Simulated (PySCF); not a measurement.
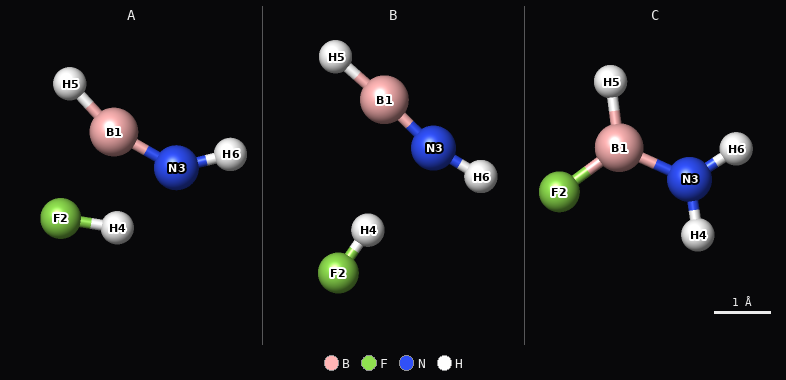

Three geometries of BNH3F: a saddle point and the two minima that it joins, in shuffled order. A ball-and-stick model, seen face on. Sticks join atoms that are closer than about 1.2 times the sum of their covalent radii (a little more with hydrogen).

Stationary points at PBE0-D4/def2-TZVP, single-point energies with CCSD(T)/CBS, BHLYP-D4, PBE-D4, B3LYP-D4, wB97M-V, SPW92 (LDA) (def2-TZVPP where no basis is named; PySCF 2.14.0). The energies are electronic, without zero-point or thermal terms, and both ends are the minima reached downhill from the saddle, with any fragments still in contact. CCSD(T)/CBS stands for a frozen-core estimate: MP2 correlation extrapolated from def2-TZVPP and def2-QZVPP, CCSD(T) minus MP2 from the smaller set.

Identify the saddle point and describe the reaction.

Frame A is the saddle point. Counted by bonded pieces, C holds BH₃NF and B holds BH₂N + HF. From C over the saddle to B, a bond forms: F2–H4 (2.61 → 1.03 → 0.94 Å). Bonds break: B1–F2 (1.34 → 1.82 → 3.22 Å), N3–H4 (1.01 → 1.51 → 1.89 Å). The saddle has one imaginary mode, 546i cm⁻¹. With CCSD(T)/CBS the barrier is 312.8 kJ/mol from C and 66.5 kJ/mol from B, and B lies 246.3 kJ/mol above C. By Pauling bond orders of the changing bonds the saddle lies closer to B, the higher end, as Hammond's postulate suggests.

```tsv
level	barrier from C (kJ/mol)	barrier from B (kJ/mol)	B less C (kJ/mol)
CCSD(T)/CBS	312.8	66.5	246.3
BHLYP-D4	337.0	66.7	270.3
PBE-D4	290.0	40.2	249.8
B3LYP-D4	311.1	58.9	252.2
wB97M-V	310.0	52.4	257.5
SPW92 (LDA)	285.1	15.0	270.1
```

Against CCSD(T)/CBS, B3LYP-D4 comes closest on the barrier from C (−1.7 kJ/mol) and SPW92 (LDA) misses most (−27.7 kJ/mol).
